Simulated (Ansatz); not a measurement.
SnNH7O2: geometry relaxation (part 2 of 2)

SnNH7O2; RKS B3LYP-D4/def2-SVP (Ansatz 0.2.0). It belongs to a series of runs on one base structure; here: end point B relaxed.

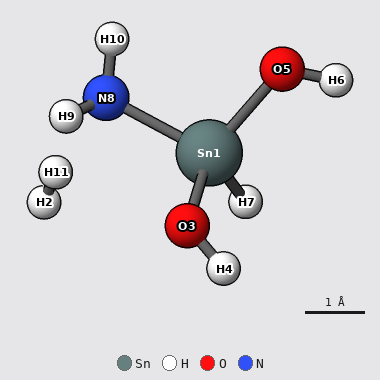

The geometry at step 14 of the log (ball-and-stick view, seen at a tilt; atoms are numbered from 1 in the order of the input).

### Trajectory as extended XYZ, continued
```
11
Properties=species:S:1:pos:R:3:forces:R:3 step=7 energy=-11527.06351
Sn    0.1317    0.5719   -0.2564   -0.0256  -0.0074  -0.0219
H     0.9250   -0.4421    3.3456   -0.0432   0.2947  -0.1512
O     1.7813   -0.3498   -0.8863    0.0016   0.0127  -0.0077
H     1.6165   -1.0147   -1.5693   -0.0019   0.0070   0.0104
O    -0.6975    1.5904   -1.7623    0.0001   0.0067   0.0107
H    -1.5515    1.2283   -2.0380    0.0156   0.0010   0.0071
H    -1.0179   -0.5361    0.3809    0.0033  -0.0083   0.0091
N     0.8460    1.9484    1.0667    0.0294   0.2244  -0.0931
H     1.8692    1.9044    1.0947   -0.1033   0.0257  -0.0045
H     0.5895    2.8995    0.7701    0.0887  -0.2755   0.0857
H     0.8322    0.2388    2.9917    0.0353  -0.2810   0.1553
11
Properties=species:S:1:pos:R:3:forces:R:3 step=8 energy=-11527.06661
Sn    0.1305    0.5622   -0.2613    0.0195   0.0220   0.0086
H     0.9103   -0.4178    3.3568   -0.0206   0.1090  -0.0481
O     1.7855   -0.3402   -0.9040   -0.0131  -0.0058  -0.0160
H     1.6213   -1.0123   -1.5798    0.0072  -0.0017   0.0042
O    -0.7017    1.6014   -1.7510   -0.0128  -0.0115   0.0142
H    -1.5515    1.2368   -2.0356    0.0051   0.0040  -0.0043
H    -1.0098   -0.5520    0.3824    0.0022  -0.0074  -0.0106
N     0.8555    1.9287    1.0655    0.0140   0.2056  -0.0636
H     1.8790    1.8972    1.0772   -0.0862   0.0023  -0.0060
H     0.5849    2.8791    0.7852    0.0697  -0.2145   0.0678
H     0.8206    0.2560    3.0020    0.0150  -0.1019   0.0540
11
Properties=species:S:1:pos:R:3:forces:R:3 step=9 energy=-11527.06980
Sn    0.1383    0.5597   -0.2729   -0.0117   0.0130   0.0104
H     0.8727   -0.3791    3.4100   -0.0033   0.0029   0.0088
O     1.7896   -0.3190   -0.9551    0.0064  -0.0060  -0.0140
H     1.6157   -1.0208   -1.5974    0.0098  -0.0054   0.0015
O    -0.7265    1.6220   -1.7261   -0.0080   0.0032   0.0098
H    -1.5540    1.2310   -2.0393   -0.0003   0.0019  -0.0026
H    -0.9823   -0.5845    0.3555    0.0120   0.0088  -0.0018
N     0.8720    1.9104    1.0646    0.0073  -0.0266  -0.0093
H     1.8937    1.8823    1.0626   -0.0056   0.0012   0.0027
H     0.5936    2.8597    0.8108   -0.0036   0.0051  -0.0027
H     0.8117    0.2772    3.0249   -0.0031   0.0021  -0.0027
11
Properties=species:S:1:pos:R:3:forces:R:3 step=10 energy=-11527.07075
Sn    0.1584    0.5470   -0.3173   -0.0224   0.0672   0.0000
H     0.7874   -0.2849    3.5590   -0.0063   0.1834  -0.1248
O     1.8093   -0.2678   -1.0865   -0.1366  -0.2594  -0.2002
H     1.6244   -1.0405   -1.6499    0.0899   0.2576   0.1881
O    -0.7894    1.6758   -1.6727   -0.1420  -0.1912  -0.0110
H    -1.5737    1.2351   -2.0414    0.1868   0.1185   0.0788
H    -0.9107   -0.6464    0.3146    0.0208   0.0098  -0.0397
N     0.9098    1.8512    1.0544   -0.0044  -0.1669   0.0053
H     1.9298    1.8378    1.0235    0.0513   0.0193   0.0079
H     0.6073    2.8037    0.8613   -0.0376   0.1397  -0.0285
H     0.7718    0.3282    3.0925    0.0004  -0.1780   0.1242
11
Properties=species:S:1:pos:R:3:forces:R:3 step=11 energy=-11527.07380
Sn    0.1622    0.5447   -0.3074    0.0174   0.0137  -0.0972
H     0.7759   -0.2599    3.5631   -0.0080   0.0051   0.0090
O     1.8029   -0.2652   -1.1039   -0.0822  -0.1166  -0.0781
H     1.6153   -1.0395   -1.6584    0.0486   0.1346   0.0985
O    -0.7912    1.6726   -1.6568   -0.0777  -0.1000   0.0202
H    -1.5713    1.2305   -2.0271    0.1022   0.0716   0.0419
H    -0.9034   -0.6714    0.2825    0.0155   0.0231   0.0219
N     0.9229    1.8463    1.0611   -0.0117  -0.0454  -0.0081
H     1.9440    1.8405    1.0216   -0.0070   0.0026   0.0011
H     0.6121    2.8002    0.8721   -0.0025   0.0151  -0.0062
H     0.7551    0.3403    3.0907    0.0053  -0.0037  -0.0030
11
Properties=species:S:1:pos:R:3:forces:R:3 step=12 energy=-11527.07686
Sn    0.1685    0.5407   -0.3254   -0.0074  -0.0140  -0.0192
H     0.7449   -0.2256    3.6036   -0.0009  -0.0060   0.0085
O     1.7984   -0.2421   -1.1641   -0.0045   0.0073   0.0009
H     1.6301   -1.0665   -1.6408    0.0033  -0.0064  -0.0059
O    -0.8200    1.6939   -1.6197    0.0005   0.0115   0.0058
H    -1.5689    1.2474   -2.0385    0.0061  -0.0023   0.0023
H    -0.8700   -0.6873    0.2812   -0.0036  -0.0153   0.0053
N     0.9291    1.8260    1.0548    0.0078   0.0197  -0.0046
H     1.9498    1.8297    1.0132    0.0016  -0.0013   0.0002
H     0.6107    2.7808    0.8809    0.0017  -0.0036   0.0074
H     0.7520    0.3420    3.0923   -0.0045   0.0104  -0.0007
11
Properties=species:S:1:pos:R:3:forces:R:3 step=13 energy=-11527.07615 accepted=F
Sn    0.1801    0.5254   -0.3509   -0.0022   0.0274  -0.0152
H     0.6844   -0.1597    3.6964    0.0056   0.1038  -0.1081
O     1.7923   -0.2067   -1.2710   -0.0999  -0.3834  -0.1631
H     1.6453   -1.0910   -1.6563    0.0707   0.3794   0.1570
O    -0.8634    1.7285   -1.5551   -0.1366  -0.1312  -0.0875
H    -1.5643    1.2699   -2.0470    0.1509   0.0960   0.0987
H    -0.8138   -0.7400    0.2577    0.0044  -0.0056  -0.0181
N     0.9554    1.7873    1.0409    0.0207   0.1032   0.0173
H     1.9751    1.8143    0.9767   -0.0293  -0.0088  -0.0013
H     0.6127    2.7421    0.9065    0.0242  -0.0863   0.0128
H     0.7205    0.3689    3.1394   -0.0085  -0.0947   0.1075
11
Properties=species:S:1:pos:R:3:forces:R:3 step=14 energy=-11527.07818
Sn    0.1745    0.5309   -0.3351    0.0066   0.0030  -0.0020
H     0.7157   -0.1892    3.6458   -0.0033   0.0093   0.0000
O     1.7958   -0.2301   -1.2116   -0.0180  -0.0079  -0.0071
H     1.6305   -1.0676   -1.6668    0.0090   0.0105   0.0042
O    -0.8379    1.7084   -1.5884   -0.0290  -0.0250  -0.0098
H    -1.5623    1.2531   -2.0410    0.0261   0.0204   0.0113
H    -0.8437   -0.7173    0.2682    0.0021  -0.0013  -0.0034
N     0.9433    1.8051    1.0513    0.0094   0.0265  -0.0022
H     1.9634    1.8198    0.9970   -0.0087  -0.0038   0.0008
H     0.6127    2.7597    0.8973    0.0059  -0.0256   0.0035
H     0.7325    0.3662    3.1206   -0.0001  -0.0061   0.0047
11
Properties=species:S:1:pos:R:3:forces:R:3 step=15 energy=-11527.07890
Sn    0.1828    0.5226   -0.3505   -0.0019   0.0034  -0.0164
H     0.6698   -0.1316    3.7098    0.0042   0.0639  -0.0627
O     1.7892   -0.2049   -1.2850   -0.0571  -0.1150  -0.0515
H     1.6360   -1.0729   -1.6900    0.0294   0.1240   0.0536
O    -0.8733    1.7262   -1.5433   -0.1083  -0.1220  -0.0759
H    -1.5557    1.2582   -2.0514    0.1290   0.0967   0.0927
H    -0.8057   -0.7525    0.2478    0.0073   0.0022  -0.0098
N     0.9631    1.7744    1.0494    0.0062   0.0588  -0.0059
H     1.9825    1.7993    0.9822   -0.0188  -0.0044  -0.0024
H     0.6218    2.7293    0.9188    0.0175  -0.0482   0.0125
H     0.7140    0.3909    3.1498   -0.0075  -0.0593   0.0658
11
Properties=species:S:1:pos:R:3:forces:R:3 step=16 energy=-11527.07968
Sn    0.1836    0.5176   -0.3523    0.0090   0.0177   0.0036
H     0.6649   -0.1209    3.7208   -0.0010   0.0335  -0.0265
O     1.7878   -0.2018   -1.2944   -0.0344  -0.0816  -0.0348
H     1.6364   -1.0682   -1.7010    0.0236   0.0761   0.0311
O    -0.8708    1.7255   -1.5399   -0.0616  -0.0631  -0.0388
H    -1.5540    1.2617   -2.0469    0.0562   0.0513   0.0367
H    -0.8030   -0.7596    0.2432    0.0043  -0.0025  -0.0075
N     0.9664    1.7673    1.0483    0.0091   0.0484   0.0005
H     1.9852    1.7967    0.9745   -0.0187  -0.0045   0.0003
H     0.6204    2.7213    0.9245    0.0146  -0.0454   0.0070
H     0.7077    0.3995    3.1607   -0.0010  -0.0300   0.0284
11
Properties=species:S:1:pos:R:3:forces:R:3 step=17 energy=-11527.08061
Sn    0.1897    0.5122   -0.3623    0.0068  -0.0216  -0.0063
H     0.6360   -0.0716    3.7668   -0.0028   0.0142  -0.0060
O     1.7812   -0.1910   -1.3366    0.0047  -0.0034  -0.0070
H     1.6356   -1.0622   -1.7312    0.0044   0.0138   0.0048
O    -0.8841    1.7276   -1.5226    0.0276   0.0247   0.0321
H    -1.5559    1.2677   -2.0431   -0.0339  -0.0179  -0.0297
H    -0.7764   -0.7880    0.2156   -0.0087   0.0053   0.0086
N     0.9809    1.7428    1.0510    0.0032   0.0391  -0.0125
H     1.9983    1.7812    0.9630   -0.0181  -0.0017   0.0029
H     0.6258    2.6961    0.9501    0.0153  -0.0406   0.0051
H     0.6935    0.4242    3.1870    0.0016  -0.0120   0.0081
11
Properties=species:S:1:pos:R:3:forces:R:3 step=18 energy=-11527.08101
Sn    0.2028    0.4829   -0.3900    0.0051   0.0453  -0.0051
H     0.5627    0.0498    3.8803    0.0265   0.1198  -0.1713
O     1.7777   -0.1551   -1.4388   -0.0400   0.0751   0.0608
H     1.6560   -1.0380   -1.8109   -0.0050  -0.0692  -0.0339
O    -0.9166    1.7354   -1.4674    0.0874   0.0146   0.0776
H    -1.5570    1.2888   -2.0349   -0.0716  -0.0434  -0.0663
H    -0.7372   -0.8415    0.1795    0.0167  -0.0010  -0.0170
N     1.0113    1.6763    1.0473    0.0160   0.0530  -0.0221
H     2.0255    1.7355    0.9304   -0.0509   0.0143   0.0138
H     0.6358    2.6271    0.9951    0.0423  -0.0935  -0.0045
H     0.6635    0.4779    3.2469   -0.0265  -0.1150   0.1680
11
Properties=species:S:1:pos:R:3:forces:R:3 step=19 energy=-11527.08199
Sn    0.1989    0.4870   -0.3816    0.0274   0.0110  -0.0272
H     0.5705    0.0447    3.8580    0.0060   0.0381  -0.0507
O     1.7764   -0.1589   -1.4192   -0.0193   0.0153   0.0187
H     1.6482   -1.0372   -1.8029    0.0029  -0.0108  -0.0086
O    -0.9113    1.7344   -1.4731    0.0137  -0.0126   0.0267
H    -1.5581    1.2846   -2.0339   -0.0102  -0.0017  -0.0102
H    -0.7383   -0.8438    0.1750   -0.0020   0.0086   0.0040
N     1.0104    1.6815    1.0520   -0.0058   0.0436  -0.0128
H     2.0244    1.7398    0.9370   -0.0327   0.0004   0.0022
H     0.6366    2.6317    0.9953    0.0267  -0.0559   0.0036
H     0.6669    0.4753    3.2309   -0.0066  -0.0360   0.0542
11
Properties=species:S:1:pos:R:3:forces:R:3 step=20 energy=-11527.08236
Sn    0.2002    0.4834   -0.3841   -0.0008  -0.0020  -0.0024
H     0.5630    0.0610    3.8784   -0.0015  -0.0022   0.0040
O     1.7724   -0.1546   -1.4323    0.0012  -0.0031  -0.0051
H     1.6462   -1.0311   -1.8213    0.0015   0.0016   0.0004
O    -0.9220    1.7328   -1.4586   -0.0035  -0.0002  -0.0046
H    -1.5459    1.2868   -2.0480    0.0017   0.0023   0.0045
H    -0.7315   -0.8491    0.1768    0.0010   0.0007   0.0000
N     1.0129    1.6750    1.0495    0.0014  -0.0145   0.0068
H     2.0262    1.7338    0.9349   -0.0021   0.0032  -0.0003
H     0.6390    2.6237    0.9972    0.0001   0.0078  -0.0003
H     0.6641    0.4774    3.2451    0.0009   0.0064  -0.0030
```

The run was set up as follows.

### Input
```yaml
crystal:
  periodic: [false, false, false]
  atoms:
    - { symbol: Sn, position_ang: [0.131708, 0.543415, -0.100132] }
    - { symbol: H, position_ang: [0.867379, -0.422789, 2.583082] }
    - { symbol: O, position_ang: [1.787376, -0.398043, -0.681283] }
    - { symbol: H, position_ang: [1.62966, -1.06148, -1.367071] }
    - { symbol: O, position_ang: [-0.650273, 1.511276, -1.664541] }
    - { symbol: H, position_ang: [-1.513557, 1.15982, -1.92747] }
    - { symbol: H, position_ang: [-1.052096, -0.520999, 0.54572] }
    - { symbol: "N", position_ang: [0.824766, 2.038518, 1.169099] }
    - { symbol: H, position_ang: [1.841952, 1.953266, 1.243972] }
    - { symbol: H, position_ang: [0.645196, 2.943602, 0.724848] }
    - { symbol: H, position_ang: [0.812388, 0.292414, 2.611276] }
basis:
  gaussian: { orbitals: def2-SVP }
hamiltonian:
  xc: b3lyp
  dispersion: d4
relax:
  f_tol: 0.03
  max_steps: 50
```

Command:
```bash
ansatz run input.yaml --threads 2 --pin off --max-ram 3072MiB --backend cpu --events-out ev --progress --plain --runs-dir out
```

### Key numbers

```tsv
quantity	value
outcome	converged
total energy	−11527.0826 eV
mean-field energy	−11526.7908 eV
largest force (length of the vector) at the end	0.016 eV/Å
hardware	2 threads of Arm Neoverse V2, 24 GiB of memory available, shared host
wall time	54 s (CPU time 1.7 min)
peak memory	0.23 GiB
```
